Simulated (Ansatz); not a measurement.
```yaml
crystal:
  periodic: [false, false, false]
  atoms:
    - {symbol: C, position_ang: [-0.580723, -1.871374, 0.172166]}
    - {symbol: C, position_ang: [-0.218461, -0.726544, 0.062382]}
    - {symbol: Si, position_ang: [0.329785, 1.004324, -0.103832]}
    - {symbol: H, position_ang: [-0.900981, -2.883547, 0.269278]}
    - {symbol: H, position_ang: [-0.094474, 1.528266, -1.424969]}
    - {symbol: H, position_ang: [-0.281725, 1.818084, 0.974947]}
    - {symbol: H, position_ang: [1.690077, 1.058223, -0.004201]}
basis:
  gaussian: {orbitals: def2-TZVPP}
hamiltonian: {xc: r2scan, dispersion: d4}
```

Geometry: moved along internal coordinates away from the minimum.

Describe the molecule in this file.

The molecule is C₂H₄Si. As SMILES it reads `C#C[SiH3]`. It has no ring. Among its groups: alkyne, Si–H bond. Coordination: 2 C linear; 1 Si tetrahedral.

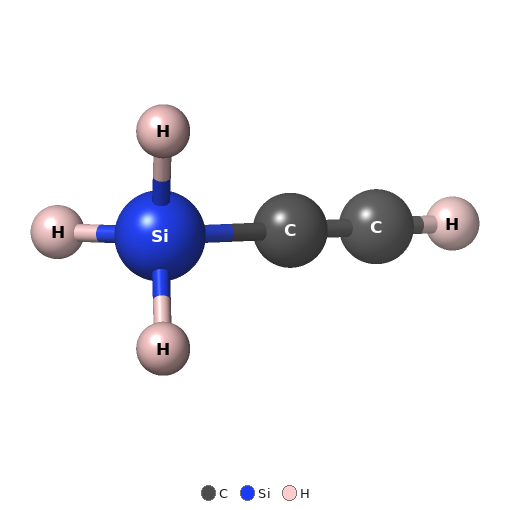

Source: calculation with Ansatz.
